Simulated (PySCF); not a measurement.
# quartet AlO: levels of theory compared

Wanted: a comparison of 6 runs (U-r2SCAN/def2-TZVPPD, U-wB97M-V/def2-TZVPPD, UM06-2X/def2-TZVPPD, UPBE/def2-TZVPPD, USVWN5/def2-TZVPPD, USCS-MP2/def2-TZVPPD) of quartet AlO. Input form: a Python script.

The results are computed with PySCF 2.14.0.

2 further runs of the same task are left out: 2 set aside as unsound or not needed.

### 1 The system as given

AlO: 2 atoms, total charge 0, spin state quartet. SMILES of the parent species: `[O]=[Al]`. Geometry: a GFN2-xTB relaxation, a rough one for these elements and not checked as a minimum. That shape belongs to the parent species and isn't relaxed for this state.

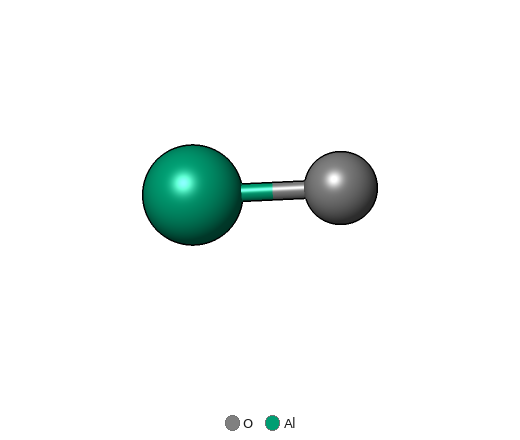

The structure, seen from a chosen angle (oxygen grey, aluminium teal).

### 2 The energy at U-r2SCAN/def2-TZVPPD (run 1)

File calc.py:

```python
from pyscf import gto, dft

mol = gto.Mole()
mol.atom = 'O 0.000000 0.000000 0.000000; Al 0.000000 0.000000 1.570050'
mol.charge = 0
mol.verbose = 3
mol.basis = 'def2-tzvppd'
mol.max_memory = 1860
mol.spin = 3
mol.build()

mf = dft.UKS(mol, xc='r2scan')
mf.conv_tol = 1e-10
mf.grids.level = 5
mf.kernel()
if not mf.converged:
    mf = mf.newton().run(mf.mo_coeff, mf.mo_occ)

e_tot = mf.e_tot
print('Final energy', e_tot)
```

Command:

```bash
OMP_NUM_THREADS=1 python calc.py
```

Output:

```text
WARN: HOMO -0.0632049448006514 >= LUMO -0.441917134533904

WARN: HOMO -0.116198868974761 >= LUMO -0.157683660652864

WARN: HOMO -0.115729262003394 >= LUMO -0.275595513262431

WARN: HOMO -0.118602465524438 >= LUMO -0.245576339189036

WARN: HOMO -0.119959493686233 >= LUMO -0.24668979680596

WARN: HOMO -0.120569443254902 >= LUMO -0.246026048826778

WARN: HOMO -0.121150559296296 >= LUMO -0.245157314340503

WARN: HOMO -0.120797506882338 >= LUMO -0.245336849694297

WARN: HOMO -0.120894441395734 >= LUMO -0.245402889813555

WARN: HOMO -0.120880505834759 >= LUMO -0.245384432864967

WARN: HOMO -0.120877433382965 >= LUMO -0.245385947624925

WARN: HOMO -0.120878643075362 >= LUMO -0.245384579245645

WARN: HOMO -0.120878616999976 >= LUMO -0.245384627938463

converged SCF energy = -317.443962197445  <S^2> = 3.754559  2S+1 = 4.0022788
Final energy -317.4439621974449
```

Run time: 25 s. Hardware: 1 thread of Arm Neoverse V1, shared host; peak memory 0.46 GiB.

### 3 A single-point energy at U-wB97M-V/def2-TZVPPD (run 2)

File job.py:

```python
from pyscf import gto, dft

mol = gto.Mole()
mol.atom = [
    ('O', (0.000000, 0.000000, 0.000000)),
    ('Al', (0.000000, 0.000000, 1.570050)),
]
mol.max_memory = 1860
mol.basis = 'def2-tzvppd'
mol.spin = 3
mol.verbose = 3
mol.build()

calc0 = dft.UKS(mol)
calc0.xc = 'wb97m-v'
calc0.nlcgrids.level = 1
calc0.grids.level = 5
calc0.conv_tol = 1e-10
calc0.kernel()
if not calc0.converged:
    calc0 = calc0.newton().run(calc0.mo_coeff, calc0.mo_occ)

e_tot = calc0.e_tot
print('Final energy', e_tot)
```

Command:

```bash
OMP_NUM_THREADS=1 python job.py
```

Output:

```text
WARN: HOMO 0.000691394319149533 >= LUMO -0.482384406200672

converged SCF energy = -317.449053712742  <S^2> = 3.7537672  2S+1 = 4.0018832
Final energy -317.449053712742
```

Wall time 49 s (1 thread of Arm Neoverse V1, shared host); peak memory 0.46 GiB.

Runs 3 to 5 aren't shown in full; the table further down has their settings and results.

### 4 A single-point energy at USCS-MP2/def2-TZVPPD (run 6)

File calc.py:

```python
from pyscf import gto, scf, mp

system = gto.M(
    atom=[
    ('O', (0.000000, 0.000000, 0.000000)),
    ('Al', (0.000000, 0.000000, 1.570050)),
],
    max_memory=1860,
    charge=0,
    verbose=4,
    spin=3,
    basis='def2-tzvppd',
)

mf = scf.UHF(system)
mf.conv_tol = 1e-10
mf.kernel()
if not mf.converged:
    mf = mf.newton().run(mf.mo_coeff, mf.mo_occ)

pt = mp.MP2(mf, frozen=6).run()
energy = mf.e_tot + 1.2 * pt.e_corr_os + pt.e_corr_ss / 3
print(f'total energy: {energy:.8f} hartree')
```

Command:

```bash
OMP_NUM_THREADS=1 python calc.py
```

Output:

```text
PySCF version 2.14.0

[INPUT] num. atoms = 2
[INPUT] num. electrons = 21
[INPUT] charge = 0
[INPUT] spin (= nelec alpha-beta = 2S) = 3
[INPUT] symmetry False subgroup None
[INPUT] Mole.unit = angstrom
[INPUT] Symbol           X                Y                Z      unit          X                Y                Z       unit  Magmom
[INPUT]  1 O      0.000000000000   0.000000000000   0.000000000000 AA    0.000000000000   0.000000000000   0.000000000000 Bohr   0.0
[INPUT]  2 Al     0.000000000000   0.000000000000   1.570050000000 AA    0.000000000000   0.000000000000   2.966964501873 Bohr   0.0

nuclear repulsion = 35.0526607023216
number of shells = 30
number of NR pGTOs = 124
number of NR cGTOs = 88
basis = def2-tzvppd
ecp = {}

[... 18 lines left out ...]
[... the frontier-level lines of each cycle are left out ...]
[... 1 line left out ...]
[... 1 line left out ...]
[... 66 lines left out ...]
converged SCF energy = -316.705445867161  <S^2> = 3.7568271  2S+1 = 4.0034121
[... 1 line left out ...]
******** <class 'pyscf.mp.ump2.UMP2'> ********
nocc = (np.int64(6), np.int64(3)), nmo = (82, 82)
frozen orbitals 6
E(UMP2) = -316.915078572328  E_corr = -0.209632705166864
E(SCS-UMP2) = -316.910009349079  E_corr = -0.204563481917728
E_corr(same-spin) = -0.0542258818644336
E_corr(oppo-spin) = -0.15540682330243
total energy: -316.91000935 hartree
```

Wall time 3 s (1 thread of Arm Neoverse V1, shared host); peak memory 0.19 GiB.

### 5 The series

| run | level | nlc grid | integration grid | energy (Eh) | dipole moment (D) of the reference | HOMO energy (eV) | ⟨S²⟩ | wall time |
| --- | --- | --- | --- | --- | --- | --- | --- | --- |
| 1 | U-r2SCAN/def2-TZVPPD | – | 5 | -317.443962 | 0.91 | -3.29 | 3.755 | 25 s |
| 2 | U-wB97M-V/def2-TZVPPD | 1 | 5 | -317.449054 | 0.77 | -5.09 | 3.754 | 49 s |
| 3 | UM06-2X/def2-TZVPPD | – | 5 | -317.450912 | 0.94 | -4.46 | 3.754 | 71 s |
| 4 | UPBE/def2-TZVPPD | – | 5 | -317.285209 | 0.74 | -3.09 | 3.752 | 9.6 s |
| 5 | USVWN5/def2-TZVPPD | – | 5 | -315.906044 | 0.80 | -3.06 | 3.752 | 7.2 s |
| 6 | USCS-MP2/def2-TZVPPD | – | – | -316.910009 | 1.12 | -6.40 | 3.757 | 3 s |

### 6 What came out

| quantity | value |
| --- | --- |
| run 6: total energy | -316.91001 Eh |
| run 6: dipole moment (Hartree–Fock density) | 1.12 D |
| run 6: HOMO energy (Hartree–Fock orbitals) (highest over α and β) | -6.40 eV |
| run 6: LUMO energy (Hartree–Fock orbitals) (lowest over α and β) | -0.49 eV |
| run 6: correlation energy (6 core orbitals frozen) | -204.6 mEh |
| run 6: ⟨S²⟩ of the reference determinant | 3.757 |

Over runs 1, 2, 3, 4, 5 the dipole moment (its size) runs from 0.74 D (UPBE/def2-TZVPPD) to 0.94 D (UM06-2X/def2-TZVPPD). Totals of different functionals can't be ranked against each other. All runs together took 2.7 min, the longest 71 s.
